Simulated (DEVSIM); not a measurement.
System: Co/SiON/SiO2/p-Si capacitor, at 300 K.

| layer (left to right) | material | thickness (nm) | Na (cm⁻³) |
|---|---|---|---|
| 1 | SiON | 3.20 | - |
| 2 | SiO2 | 0.650 | - |
| 3 | Si | 5200 | 1.2e16 |

Metal gate on the left, work function 5 eV. Fixed charge at the semiconductor interface -3.51e12 cm⁻² (in units of +e); no interface traps.

The device is made up for the run: typed textbook-type constants, with dimensions and the other settings drawn at random. Values at 300 K.

```csv
parameter,SiON,SiO2,Si
gap (eV),7,9,1.124
affinity (eV),1.4,0.9,4.05
permittivity,5.5,3.9,11.7
Nc (cm⁻³),-,-,2.86e19
Nv (cm⁻³),-,-,3.1e19
```

Model (solved in DEVSIM): 1D Poisson equation in equilibrium, Boltzmann statistics, complete ionisation; no quantum confinement or tunnelling. Metal contacts follow the ideal Schottky-Mott rule: no Fermi-level pinning, no interface dipoles.

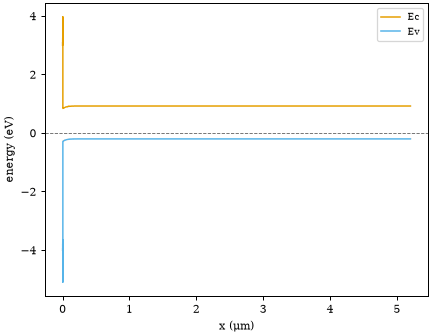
Fig. 1. Band edges at 0.6 V on the gate

Energies count from the Fermi level of the right contact; mesh points crowd at the junctions.

| x (μm) | Ec (eV) | Ev (eV) | n (cm⁻³) | p (cm⁻³) | field (V/cm) |
|---|---|---|---|---|---|
| 0.000 | 3.000 | -4.000 | < 1e2 | < 1e2 | 1200000 |
| 0.001061 | 3.126 | -3.874 | < 1e2 | < 1e2 | 1200000 |
| 0.002259 | 3.268 | -3.732 | < 1e2 | < 1e2 | 1200000 |
| 0.003309 | 3.898 | -5.102 | < 1e2 | < 1e2 | 1700000 |
| 0.004064 | 0.838 | -0.286 | 240000 | 4.9e14 | 15000 |
| 0.005790 | 0.841 | -0.283 | 220000 | 5.4e14 | 14000 |
| 0.009682 | 0.846 | -0.278 | 170000 | 6.7e14 | 14000 |
| 0.02337 | 0.863 | -0.261 | 90000 | 1.3e15 | 11000 |
| 0.05094 | 0.889 | -0.235 | 34000 | 3.4e15 | 7200 |
| 0.1115 | 0.913 | -0.211 | 13000 | 9.0e15 | 1900 |
| 0.2481 | 0.921 | -0.203 | 9800 | 1.2e16 | 55 |
| 0.7285 | 0.921 | -0.203 | 9700 | 1.2e16 | ≈ 0 |
| 1.639 | 0.921 | -0.203 | 9700 | 1.2e16 | ≈ 0 |
| 3.352 | 0.921 | -0.203 | 9700 | 1.2e16 | ≈ 0 |
| 4.599 | 0.921 | -0.203 | 9700 | 1.2e16 | ≈ 0 |
| 4.936 | 0.921 | -0.203 | 9700 | 1.2e16 | ≈ 0 |
| 5.086 | 0.921 | -0.203 | 9700 | 1.2e16 | ≈ 0 |
| 5.152 | 0.921 | -0.203 | 9700 | 1.2e16 | ≈ 0 |
| 5.187 | 0.921 | -0.203 | 9700 | 1.2e16 | ≈ 0 |
| 5.197 | 0.921 | -0.203 | 9700 | 1.2e16 | ≈ 0 |
| 5.202 | 0.921 | -0.203 | 9700 | 1.2e16 | ≈ 0 |
| 5.204 | 0.921 | -0.203 | 9700 | 1.2e16 | ≈ 0 |
